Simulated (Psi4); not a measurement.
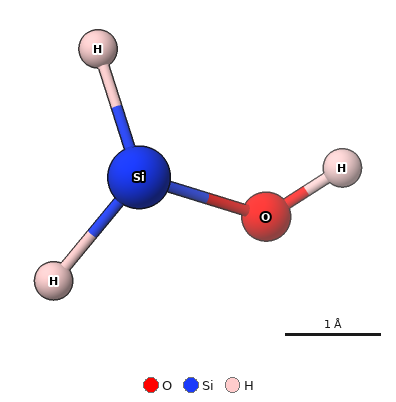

Fig. 1: The structure as given in the input (ball-and-stick view, seen at a tilt).

**Property calculation of SiH3O**

- system: SiH3O, multiplicity 2
- method: M06-2X/aug-cc-pCVDZ, UKS (Psi4 1.11)

The geometry comes from this level: GFN2-xTB.

What the program printed
```
Psi4 1.11 release

   => Loading Basis Set <=

    Name: AUG-CC-PCVDZ
    Role: ORBITAL
    Keyword: BASIS

         ---------------------------------------------------------
                                   SCF
                              UKS Reference
                        1 Threads,   1525 MiB Core
         ---------------------------------------------------------

  ==> Geometry <==

    Molecular point group: c1
    Full point group: C1

    Geometry (in Angstrom), charge = 0, multiplicity = 2:

       Center              X                  Y                   Z               Mass
    ------------   -----------------  -----------------  -----------------  -----------------
         O            0.023192574509    -0.003059040154    -1.052298651898    15.994914619570
         SI           0.023192574509    -0.003059040154     0.586439348102    27.976926534650
         H            0.023192574509     0.798420486764    -1.566138777359     1.007825032230
         H           -1.108833757182     0.755151428674     1.106627693068     1.007825032230
         H            0.073739146444    -1.420104673181     0.880870466081     1.007825032230

  Running in c1 symmetry.

  Rotational constants: A =      3.85162  B =      0.51456  C =      0.47429 [cm^-1]
  Rotational constants: A = 115468.61035  B =  15426.06253  C =  14218.99243 [MHz]
  Nuclear repulsion =   58.013666664779755

  Charge       = 0
  Multiplicity = 2
  Electrons    = 25
  Nalpha       = 13
  Nbeta        = 12

  ==> Algorithm <==

  SCF Algorithm Type is PK.
  DIIS enabled.
  MOM disabled.
  Fractional occupation disabled.
  Guess Type is SAD.
  Energy threshold   = 1.00e-06
  Density threshold  = 1.00e-06
  Integral threshold = 1.00e-12

  ==> Primary Basis <==

  Basis Set: AUG-CC-PCVDZ
    Blend: AUG-CC-PCVDZ
    Number of shells: 40
    Number of basis functions: 90
    Number of Cartesian functions: 95
    Spherical Harmonics?: true
    Max angular momentum: 2

  ==> DFT Potential <==

   => LibXC <=

    Version 7.1.2

   => Composite Functional: M06-2X <=

    Deriv               =              1
    GGA                 =           TRUE
    Meta                =           TRUE

    Exchange Hybrid     =           TRUE
    MP2 Hybrid          =          FALSE

   => Exchange Functionals <=

    1.0000   XC_HYB_MGGA_X_M06_2X

   => Exact (HF) Exchange <=

    0.5400               HF

   => Correlation Functionals <=

    1.0000   XC_MGGA_C_M06_2X

   => LibXC Density Thresholds  <==

    XC_MGGA_C_M06_2X:  1.00E-12
    XC_HYB_MGGA_X_M06_2X:  1.00E-15

   => Molecular Quadrature <=

    Radial Scheme          =       TREUTLER
    Pruning Scheme         =           NONE
    Nuclear Scheme         =       TREUTLER

    Blocking Scheme        =         OCTREE
    BS radius alpha        =              1
    Pruning alpha          =              1
    Radial Points          =             75
    Spherical Points       =            302
    Total Points           =         110313
    Total Blocks           =            888
    Max Points             =            256
    Max Functions          =             90
    Weights Tolerance      =       1.00E-15

  ==> Integral Setup <==

  Using in-core PK algorithm.
   Calculation information:
      Number of atoms:                   5
      Number of AO shells:              40
      Number of primitives:            104
      Number of atomic orbitals:        95
      Number of basis functions:        90

      Integral cutoff                 1.00e-12
      Number of threads:                 1

  Performing in-core PK
  Using 16773120 doubles for integral storage.
  We computed 333315 shell quartets total.
  Whereas there are 336610 unique shell quartets.

  ==> DiskJK: Disk-Based J/K Matrices <==

    J tasked:                  Yes
    K tasked:                  Yes
    wK tasked:                  No
    Memory [MiB]:              500
    Schwarz Cutoff:          1E-12

  Cached 50.0% of DFT collocation blocks in 0.316 [GiB].

  Minimum eigenvalue in the overlap matrix is 7.4557583720E-04.
  Reciprocal condition number of the overlap matrix is 1.0165030579E-04.
    Using symmetric orthogonalization.

  ==> Pre-Iterations <==

  SCF Guess: Superposition of Atomic Densities via on-the-fly atomic UHF (no occupation information).

   -------------------------
    Irrep   Nso     Nmo
   -------------------------
     A         90      90
   -------------------------
    Total      90      90
   -------------------------

  ==> Iterations <==

                        Total Energy        Delta E     RMS |[F,P]|

   @UKS iter SAD:  -365.92819782645529   -3.65928e+02   0.00000e+00
   @UKS iter   1:  -366.31644539539406   -3.88248e-01   6.72290e-03 ADIIS/DIIS
   @UKS iter   2:  -366.21458453982427    1.01861e-01   8.79153e-03 ADIIS/DIIS
   @UKS iter   3:  -366.44805218491888   -2.33468e-01   7.33387e-04 ADIIS/DIIS
   @UKS iter   4:  -366.44956584988802   -1.51366e-03   1.21803e-04 ADIIS/DIIS
   @UKS iter   5:  -366.44965903275482   -9.31829e-05   2.56473e-05 DIIS
   @UKS iter   6:  -366.44966824141375   -9.20866e-06   7.94206e-06 DIIS
   @UKS iter   7:  -366.44966945637151   -1.21496e-06   2.67168e-06 DIIS
   @UKS iter   8:  -366.44966955143877   -9.50673e-08   6.46884e-07 DIIS
  Energy and wave function converged.

  ==> Post-Iterations <==

   Electrons on quadrature grid:
      Nalpha   =   12.9999981412 ; deviation = -1.859e-06
      Nbeta    =   11.9999980411 ; deviation = -1.959e-06
      Ntotal   =   24.9999961823 ; deviation = -3.818e-06

   @Spin Contamination Metric:   2.697048684E-03
   @S^2 Expected:                7.500000000E-01
   @S^2 Observed:                7.526970487E-01
   @S   Expected:                5.000000000E-01
   @S   Observed:                5.000000000E-01

    Orbital Energies [Eh]
    ---------------------

    Alpha Occupied:

       1A    -67.033620     2A    -19.649768     3A     -5.572535
       4A     -3.886244     5A     -3.881711     6A     -3.879763
       7A     -1.139819     8A     -0.662552     9A     -0.538462
      10A     -0.466867    11A     -0.452992    12A     -0.396602
      13A     -0.242467

    Alpha Virtual:

      14A     -0.009366    15A      0.010795    16A      0.024236
      17A      0.031790    18A      0.035895    19A      0.051639
      20A      0.086324    21A      0.098348    22A      0.122896
      23A      0.125174    24A      0.145283    25A      0.161587
      26A      0.169984    27A      0.200546    28A      0.216463
      29A      0.232531    30A      0.279769    31A      0.295860
      32A      0.303211    33A      0.310123    34A      0.340326
      35A      0.357053    36A      0.376886    37A      0.402852
      38A      0.438334    39A      0.448441    40A      0.465215
      41A      0.473545    42A      0.505899    43A      0.540717
      44A      0.550131    45A      0.570021    46A      0.615214
      47A      0.627514    48A      0.709381    49A      0.722756
      50A      0.821040    51A      0.836814    52A      0.864298
      53A      0.947906    54A      1.006187    55A      1.074839
      56A      1.079951    57A      1.150584    58A      1.221253
      59A      1.318354    60A      1.363139    61A      1.459318
      62A      1.674846    63A      1.719539    64A      1.820565
      65A      1.847643    66A      1.868101    67A      1.934094
      68A      2.041995    69A      2.107369    70A      2.207956
      71A      2.316988    72A      2.589060    73A      3.332635
      74A      3.341863    75A      3.374922    76A      3.397185
      77A      3.860465    78A      6.558656    79A      6.926061
      80A      7.037977    81A      9.905424    82A      9.908981
      83A      9.912023    84A      9.928216    85A      9.935297
      86A     11.075596    87A     33.773870    88A     38.216087
      89A     38.413180    90A     38.883483

    Beta Occupied:

       1A    -67.028548     2A    -19.647711     3A     -5.569354
       4A     -3.880096     5A     -3.877986     6A     -3.873863
       7A     -1.132999     8A     -0.650585     9A     -0.520893
      10A     -0.457327    11A     -0.431960    12A     -0.388601

    Beta Virtual:

      13A     -0.075076    14A     -0.008481    15A      0.016058
      16A      0.029324    17A      0.038125    18A      0.053801
      19A      0.059108    20A      0.070223    21A      0.101211
      22A      0.118237    23A      0.122361    24A      0.143498
      25A      0.156204    26A      0.172235    27A      0.182488
      28A      0.194600    29A      0.209879    30A      0.255703
      31A      0.270532    32A      0.289174    33A      0.291285
      34A      0.323643    35A      0.337420    36A      0.347761
      37A      0.374451    38A      0.406840    39A      0.434499
      40A      0.446041    41A      0.466441    42A      0.491612
      43A      0.534463    44A      0.543015    45A      0.570874
      46A      0.614093    47A      0.627603    48A      0.712094
      49A      0.715971    50A      0.817613    51A      0.832707
      52A      0.858098    53A      0.948383    54A      1.007707
      55A      1.074796    56A      1.080194    57A      1.155484
      58A      1.215337    59A      1.322721    60A      1.363493
      61A      1.459434    62A      1.678070    63A      1.724374
      64A      1.823737    65A      1.849070    66A      1.876714
      67A      1.938770    68A      2.046972    69A      2.116341
      70A      2.213847    71A      2.322396    72A      2.589164
      73A      3.334546    74A      3.344579    75A      3.376960
      76A      3.398922    77A      3.862219    78A      6.583967
      79A      6.940584    80A      7.051792    81A      9.908748
      82A      9.913334    83A      9.915449    84A      9.929969
      85A      9.937024    86A     11.088071    87A     33.774166
      88A     38.222798    89A     38.416422    90A     38.884973

    Final Occupation by Irrep:
              A
    DOCC [    12 ]
    SOCC [     1 ]
    NA   [    13 ]
    NB   [    12 ]

  @UKS Final Energy:  -366.44966955143877

   => Energetics <=

    Nuclear Repulsion Energy =             58.0136666647797554
    One-Electron Energy =                -621.7611249632404906
    Two-Electron Energy =                 211.8736229461273979
    DFT Exchange-Correlation Energy =     -14.5758341991054436
    Empirical Dispersion Energy =           0.0000000000000000
    VV10 Nonlocal Energy =                  0.0000000000000000
    Total Energy =                       -366.4496695514387739

  UHF NO Occupations:
  HONO-2 :   11  A 1.9998012
  HONO-1 :   12  A 1.9990783
  HONO-0 :   13  A 1.0000000
  LUNO+0 :   14  A 0.0009217
  LUNO+1 :   15  A 0.0001988
  LUNO+2 :   16  A 0.0001475
  LUNO+3 :   17  A 0.0000602

Computation Completed

Properties will be evaluated at   0.000000,   0.000000,   0.000000 [a0]

Properties computed using the SCF density matrix

 Multipole Moments:

 ------------------------------------------------------------------------------------
     Multipole            Electronic (a.u.)      Nuclear  (a.u.)        Total (a.u.)
 ------------------------------------------------------------------------------------

 L = 1.  Multiply by 2.5417464519 to convert [e a0] to [Debye]
 Dipole X            :          0.8938997           -0.9480102           -0.0541105
 Dipole Y            :          0.3571575            0.1250401            0.4821976
 Dipole Z            :         -0.4686039            0.4027404           -0.0658635
 Magnitude           :                                                    0.4896738

 ------------------------------------------------------------------------------------

	total time  =         18 seconds =       0.30 minutes

Properties will be evaluated at   0.000000,   0.000000,   0.000000 [a0]

Properties computed using the M06-2X density matrix

 Multipole Moments:

 ------------------------------------------------------------------------------------
     Multipole            Electronic (a.u.)      Nuclear  (a.u.)        Total (a.u.)
 ------------------------------------------------------------------------------------

 L = 1.  Multiply by 2.5417464519 to convert [e a0] to [Debye]
 Dipole X            :          0.8938997           -0.9480102           -0.0541105
 Dipole Y            :          0.3571575            0.1250401            0.4821976
 Dipole Z            :         -0.4686039            0.4027404           -0.0658635
 Magnitude           :                                                    0.4896738

 ------------------------------------------------------------------------------------
  ==> Computing MBIS Charges <==

  Electron Count from Grid (Expected Number): 25.00000 (25.00000)
  Difference: -0.00000

  MBIS Charges: (a.u.)
   Center  Symbol  Z      Pop.       Charge
      1       O    8    8.774978   -0.774978
      2      SI   14   13.388498    0.611502
      3       H    1    0.522912    0.477088
      4       H    1    1.168604   -0.168604
      5       H    1    1.145004   -0.145004

  MBIS Dipoles: [e a0]
   Center  Symbol  Z        X           Y           Z
      1       O    8   -0.015316   -0.141853   -0.034407
      2      SI   14   -0.293955   -0.203993   -0.266120
      3       H    1    0.000070    0.014978   -0.017295
      4       H    1   -0.101853    0.070119    0.037971
      5       H    1    0.010116   -0.126364    0.001159

  MBIS Quadrupoles: [e a0^2]
   Center  Symbol  Z      XX        XY        XZ        YY        YZ        ZZ
      1       O    8   -4.6070   -0.0089   -0.0135   -4.5338   -0.0288   -4.5812
      2      SI   14   -9.1029   -0.3028   -0.2792   -8.7753   -0.0919   -8.5524
      3       H    1   -0.2467   -0.0001   -0.0007   -0.2389    0.0004   -0.2431
      4       H    1   -0.8945   -0.0171   -0.0063   -0.8557   -0.0044   -0.8410
      5       H    1   -0.8366   -0.0196   -0.0090   -0.8170   -0.0074   -0.7899

  MBIS Octupoles: [e a0^3]
   Center  Symbol  Z      XXX       XXY       XXZ       XYY       XYZ       XZZ       YYY       YYZ       YZZ       ZZZ
      1       O    8   -0.0782   -0.1394   -0.0062   -0.0235   -0.0225   -0.0388   -0.4350    0.0545   -0.1170   -0.0667
      2      SI   14   -2.3981   -1.3847   -1.2628   -0.7960   -0.1820   -0.8969   -0.6770   -0.9689   -0.8551    1.1382
      3       H    1   -0.0008    0.0021   -0.0018   -0.0005   -0.0006   -0.0008    0.0093   -0.0029    0.0032   -0.0123
      4       H    1   -0.1746    0.0028   -0.0107   -0.0425    0.0027   -0.0461    0.1264    0.0069    0.0280    0.0738
      5       H    1    0.0190   -0.0860   -0.0245   -0.0028   -0.0063    0.0033   -0.1487   -0.0255   -0.0633   -0.0064

  MBIS Radial Moments:
   Center  Symbol  Z      [a0^2]      [a0^3]      [a0^4]
      1       O    8   13.722114   26.890292   63.576842
      2      SI   14   26.430626   82.351093   322.962152
      3       H    1    0.728727    1.232689    2.502087
      4       H    1    2.591163    5.445152   13.713125
      5       H    1    2.443504    5.022579   12.371878

  MBIS Valence Widths: [a0]
   Center  Symbol  Z     Width
      1       O    8    0.402251
      2      SI   14    0.705890
      3       H    1    0.342346
      4       H    1    0.435369
      5       H    1    0.427735

  MBIS Valence Charges: (a.u.)
   Center  Symbol  Z     Charge
      1       O    8   -7.151993
      2      SI   14   -4.131134
      3       H    1   -0.522912
      4       H    1   -1.168604
      5       H    1   -1.145004

  Mayer Bond Indices:

  Total Bond Index:
  Irrep: 1 Size: 5 x 5

                 1                   2                   3                   4                   5

    1     0.00000000000000     0.60214490233156     1.07648408837201     0.04801340876239    -0.00061559536658
    2     0.60214490233156     0.00000000000000     0.02667552196562     0.89368032236756     0.94709043416057
    3     1.07648408837201     0.02667552196562     0.00000000000000     0.00117802254715    -0.00071729229074
    4     0.04801340876239     0.89368032236756     0.00117802254715     0.00000000000000     0.02778789439551
    5    -0.00061559536658     0.94709043416057    -0.00071729229074     0.02778789439551     0.00000000000000

  Alpha Contribution:
  Irrep: 1 Size: 5 x 5

                 1                   2                   3                   4                   5

    1     0.00000000000000     0.23965231600851     0.53783587722267     0.01775146607182    -0.00430493621238
    2     0.23965231600851     0.00000000000000     0.01225160454499     0.45658775136421     0.48245382484275
    3     0.53783587722267     0.01225160454499     0.00000000000000     0.00049300011758    -0.00046055052274
    4     0.01775146607182     0.45658775136421     0.00049300011758     0.00000000000000     0.01499417175104
    5    -0.00430493621238     0.48245382484275    -0.00046055052274     0.01499417175104     0.00000000000000

  Beta Contribution:
  Irrep: 1 Size: 5 x 5

                 1                   2                   3                   4                   5

    1     0.00000000000000     0.36249258632305     0.53864821114934     0.03026194269057     0.00368934084580
    2     0.36249258632305     0.00000000000000     0.01442391742063     0.43709257100335     0.46463660931783
    3     0.53864821114934     0.01442391742063     0.00000000000000     0.00068502242956    -0.00025674176800
    4     0.03026194269057     0.43709257100335     0.00068502242956     0.00000000000000     0.01279372264447
    5     0.00368934084580     0.46463660931783    -0.00025674176800     0.01279372264447     0.00000000000000

  Atomic Valences:

 #  #
 Irrep: 1
      1:    1.726026804099376
      2:    2.469591180825305
      3:    1.103620340594035
      4:    0.970659648072607
      5:    0.973545440898770

  Natural Orbital Occupations:

  Alpha Occupations:
  HONO-2 :   11  A    1.000
  HONO-1 :   12  A    1.000
  HONO-0 :   13  A    1.000
  LUNO+0 :   14  A    0.000
  LUNO+1 :   15  A    0.000
  LUNO+2 :   16  A    0.000
  LUNO+3 :   17  A    0.000

  Beta Occupations:
  HONO-2 :   10  A    1.000
  HONO-1 :   11  A    1.000
  HONO-0 :   12  A    1.000
  LUNO+0 :   13  A    0.000
  LUNO+1 :   14  A    0.000
  LUNO+2 :   15  A    0.000
  LUNO+3 :   16  A    0.000

  Total Occupations:
  HONO-2 :   10  A    2.000
  HONO-1 :   11  A    2.000
  HONO-0 :   12  A    2.000
  LUNO+0 :   13  A    1.000
  LUNO+1 :   14  A    0.000
  LUNO+2 :   15  A    0.000
  LUNO+3 :   16  A    0.000

    Psi4 run time: 0:00:21.81
```

The run was set up as follows.

Input file (input.dat)
```
memory 1.6 GB

molecule mol {
  0 2
  O
  Si 1 1.638738
  H 1 0.952051 2 122.66452
  H 2 1.458411 1 110.89654 3 56.18655
  H 2 1.448193 4 117.59908 1 -116.43326
  units angstrom
  symmetry c1
  no_reorient
  no_com
}

set globals {
  reference uks
  scf_type pk
}

result, w = energy('m06-2x/aug-cc-pCVDZ', return_wfn=True)
oeprop(w, 'DIPOLE', 'MBIS_CHARGES', 'MAYER_INDICES', 'NO_OCCUPATIONS', title='M06-2X')
```

Run as:
```bash
psi4 input.dat output.dat -n 1
```

Results in brief

| quantity | value |
| --- | --- |
| outcome | converged |
| total energy | −366.449670 hartree |
| basis functions | 90 |
| ⟨S²⟩ | 0.753 |
| dipole moment | 1.24 D |
| hardware | 1 thread of Intel Xeon @ 2.50GHz (Skylake/Cascade Lake), 64 GiB of memory available, shared host |
| wall time | 23 s |
| peak memory | 0.75 GiB |
